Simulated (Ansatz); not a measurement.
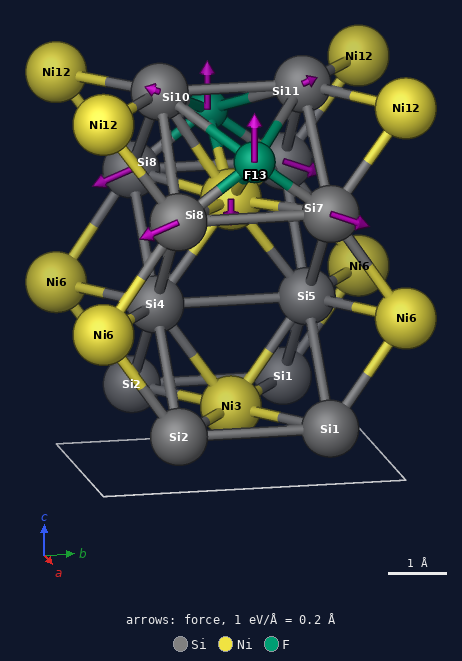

Starting geometry of a slab of composition Si₈Ni₄F (cut from the Fm-3m phase) with the computed forces as purple arrows. The picture is a ball-and-stick view of the cell of the calculation, outlined in the plane, without the vacuum, seen slightly off an axis.

Case: F put at a hollow Si-Si site. The slab is the (1 1 0) face of Si2Ni with F on it. 6 atoms are held fixed.

Computed with Ansatz 0.2.0, DFT PBEsol, scalar-relativistic, plane waves, PAW. (plane-wave cutoff 420 eV; k-point mesh 8 × 6 × 1; occupations gaussian; smearing width 0.1 eV; no spin polarisation; dipole correction; atoms relaxed in a fixed cell; force threshold 0.03 eV/Å; at most 70 steps)

> What follows when this structure is relaxed?

It isn't relaxed: the largest force vector, on the F atom, is 4.47 eV/Å. The final displacements follow the starting forces only in part (cosine between the two patterns 0.58). The F atom moves most: 1.87 Å along the normal (+c). By element the largest moves are F 1.87 Å, Si 0.05 Å, Ni 0.02 Å. The lattice vectors keep their values. Near-neighbour distances that change, for instance: F–Si 1.691 → 3.184 Å, F–Ni 2.221 → 3.551 Å, Si–Si 2.546 → 2.472 Å, Si–Si 2.845 → 2.919 Å. Bonds break, among them: F–Si (1.69 → 3.18 Å). After 12 geometry steps the energy has fallen by 3.683 eV per cell of the calculation. The largest force component goes from 4.5 to 0.021 eV/Å.

Limits of the set-up: the cell has an odd number of electrons but was run without spin polarisation; the periodic images lie only 3.8 Å apart, so the values are limited by the cell's size; an element that often carries a moment was run without spin polarisation.
